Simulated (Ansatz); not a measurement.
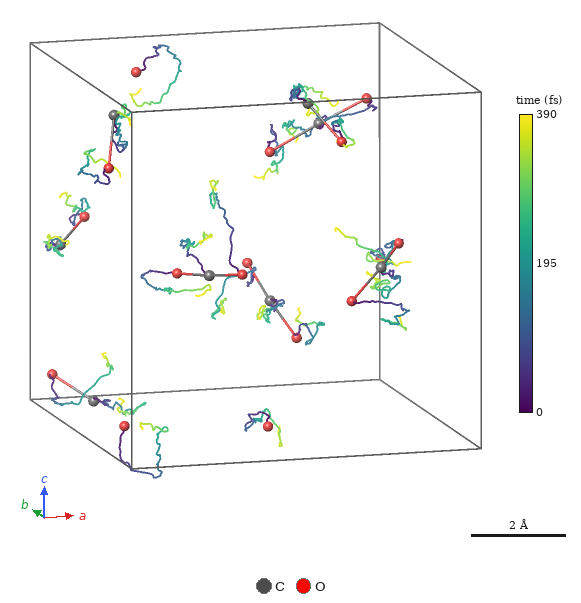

Molecular dynamics of a periodic cell with 8 CO2 at 1.23 g/cm³, 390 fs long. It starts from the last geometry of an earlier run, with fresh velocities. Lines trace each atom's path, coloured by time; spheres stand at the starting positions. Seen from a free direction in the simulation cell.

Method: Ansatz 0.2.0, DFT PBE-D3(BJ), scalar-relativistic, plane waves, PAW. Run with plane-wave cutoff 420 eV; k-point mesh 1 × 1 × 1; Fermi-Dirac smearing 0.02 eV; low-accuracy preset; Langevin thermostat (NVT); set temperature 1500 K; time step 1 fs; friction 0.02 per fs.

**How do the atoms move?**

Root-mean-square distances from the starting positions over the second half, with the common drift of all atoms taken out: O 1.20 Å, C 0.67 Å. The heavy atoms stay within a fraction of a molecule's size of their starting places; so short a run doesn't tell a liquid from a solid. The mean temperature in the second half is 1260 K (standard deviation 185 K). The potential energy in the second half lies on average 5.8 meV per atom above the first frame.

Limits of the set-up: the program's low-accuracy preset was used; the periodic images lie only 7.8 Å apart, so the values are limited by the cell's size.

The run took 11 min on 1 thread of Intel(R) Xeon(R) 6975P-C (Granite Rapids) (shared host), peak memory 0.49 GiB.
